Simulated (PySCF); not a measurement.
C₄H₁₀O₂Si

The calculation's input:

```
{"job": {"kind": "uv", "xc": "CAM-B3LYP", "basis": "def2-SVPD", "nstates": 8, "ntriplets": 3}, "charge": 0, "multiplicity": 1}
C     -2.795672     0.863128     0.022474
C     -1.821638    -0.287974     0.229841
C     -0.377371     0.099669     0.010796
O     -0.050499     1.232773    -0.275058
Si     0.971331    -1.271593     0.187162
O      2.426691    -0.626127     0.432098
C      3.104699     0.410053    -0.226432
H     -3.819915     0.537162     0.186386
H     -2.569023     1.672471     0.712059
H     -2.706972     1.250277    -0.989867
H     -2.039992    -1.116538    -0.448593
H     -1.893292    -0.683646     1.246148
H      0.884882    -2.073280    -1.039146
H      0.808301    -2.030352     1.416095
H      2.446717     1.265818    -0.379520
H      3.476268     0.065815    -1.194129
H      3.948488     0.704372     0.398698
```

Launched as:

```sh
OMP_NUM_THREADS=1 python probes_run.py task.json out
```

Geometry: GFN2-xTB.

The calculation used PySCF 2.14.0, CAM-B3LYP/def2-SVPD, SCF density, gas phase.

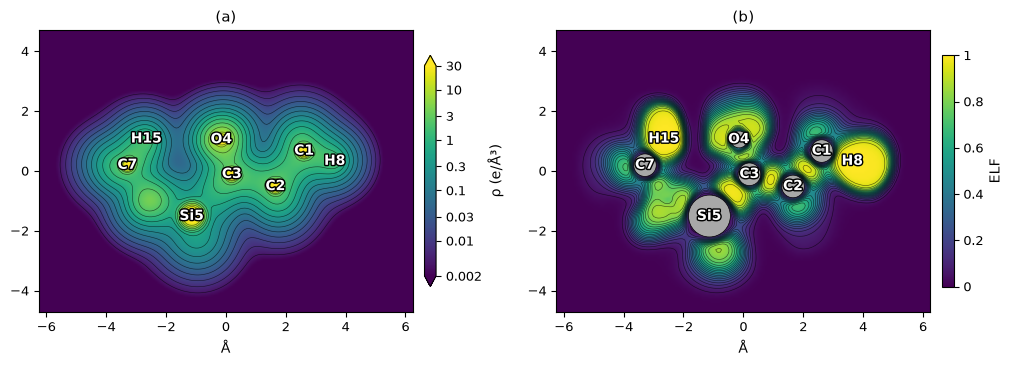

Figure 1. (a) total electron density; (b) electron localisation function on the plane of atoms C2, C1 and H8. Grey discs cover the atomic cores in the ELF map.

### What do the fields say about this system?

- The plane passes through C, O, Si and H nuclei.
- C–O (1.21 Å): ρ is about 3.3 e/Å³ halfway; the ELF peaks at about 0.90 between the atoms (a short, multiple covalent bond).
- C–C (1.51 Å): ρ is about 1.7 e/Å³ halfway; the ELF peaks at about 0.95 between the atoms: a shared electron pair.
- C–Si (1.93 Å): the density is about 0.94 e/Å³ at the midpoint; the ELF peaks at about 1 between the atoms, as expected for localised, covalent bonding.
- C–H (1.09 Å): the density is about 2 e/Å³ at the midpoint; the ELF climbs to about 1 towards the hydrogen, as it does in any bond to H (an ordinary covalent bond to hydrogen).
- The ELF also peaks beside O6 and O4, away from the bonds: lone-pair regions.

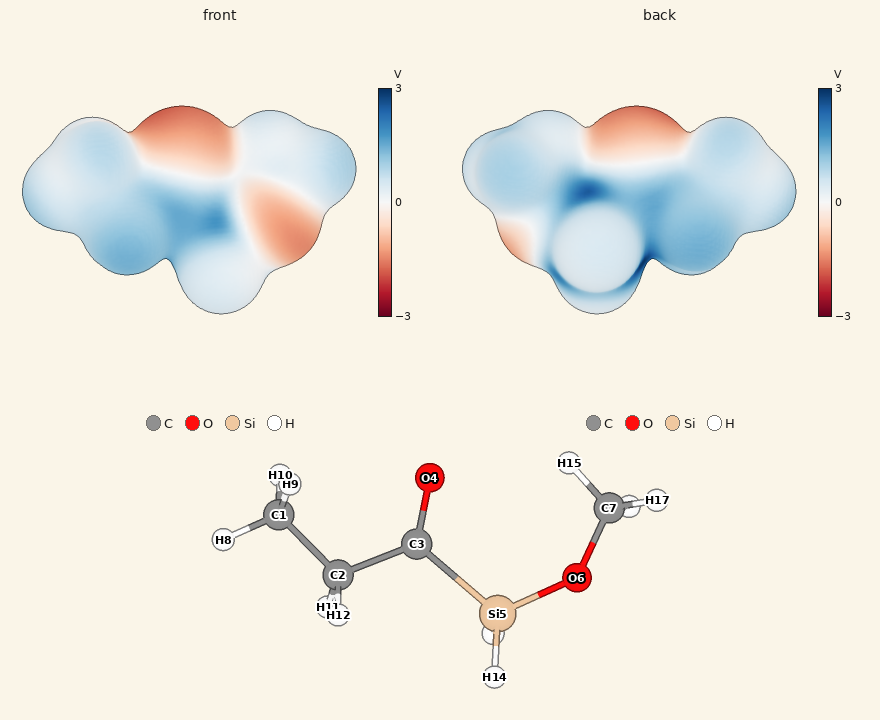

Figure 2. The molecular electrostatic potential painted on the density surface at 0.004 e/bohr³, seen from the front and from behind; the colour scale runs from red (negative) to blue (positive). The bare structure is drawn below in the same view.

### Describe the electrostatic potential map.

The most negative region (about −1.7 V) lies over O4, the most positive (about +2.6 V) over Si5. O4 is the likeliest acceptor of a hydrogen bond.
